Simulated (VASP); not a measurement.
Here is the system:

```
CELL_PARAMETERS angstrom
      0.00000     2.19837     2.19837
      2.19837     0.00000     2.19837
      2.19837     2.19837     0.00000
ATOMIC_POSITIONS crystal
  Cr 0.00000 0.00000 0.00000
  N  0.25000 0.25000 0.25000
```
Starting moments (μB, in the order of the record's atoms Cr N): 2.3 -0.1.

These are r2SCAN meta-GGA, VASP's PBE PAW potentials (set 64) (plane waves; VASP 6.6.1) values and carry that method's errors. Numerical set-up: 520 eV cut-off, 16×16×16 Γ-centred mesh, tetrahedra with Blöchl corrections, potentials Cr_pv N.

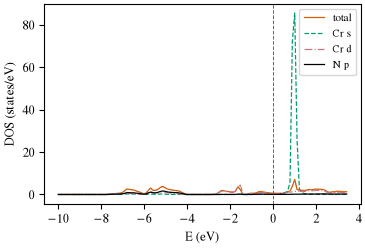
*Total and projected density of states, zero at the Fermi level*

Within 2 eV below the Fermi level the largest weight inside VASP's projection spheres is Cr d.

It has no gap at this level: it comes out as a metal or semimetal.

The structure was generated: CrN was put into the zinc blende type (F-43m), which need not be its known phase. It was relaxed first, which changed the volume by -25 %.
